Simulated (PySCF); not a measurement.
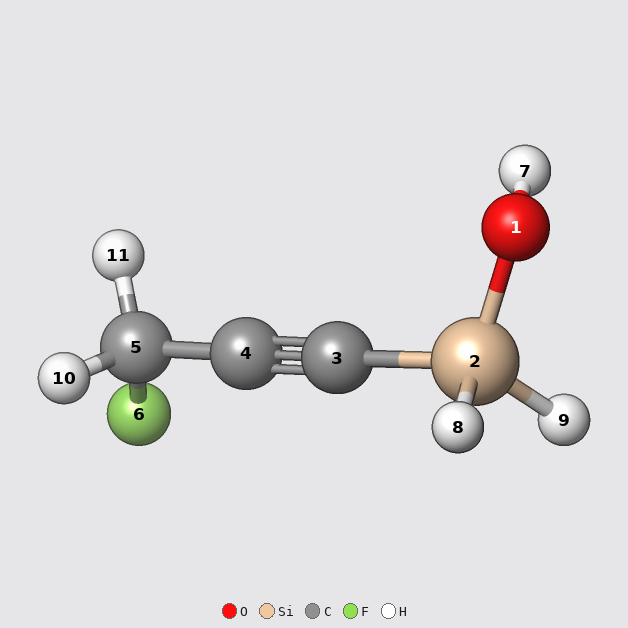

Atoms carry their numbers in the input. Computed geometry: PBE0-D3(BJ)/def2-SVP optimisation. No frequency run is at hand to confirm it as a minimum.

**What is the geometry at C5?**

C5 has 4 neighbours (C4 at 1.46, F6 at 1.37, H10 at 1.10, H11 at 1.10 Å); the arrangement is tetrahedral.

**How are the neighbours of atom 3 arranged?**

C3 has 2 neighbours (Si2 at 1.84, C4 at 1.22 Å); the arrangement is linear.

**How are the neighbours of atom 4 arranged?**

C4 has 2 neighbours (C3 at 1.22, C5 at 1.46 Å); the arrangement is linear.

**Describe the coordination of atom 2.**

Si2 has 4 neighbours (O1 at 1.66, C3 at 1.84, H8 at 1.48, H9 at 1.49 Å); the arrangement is tetrahedral.
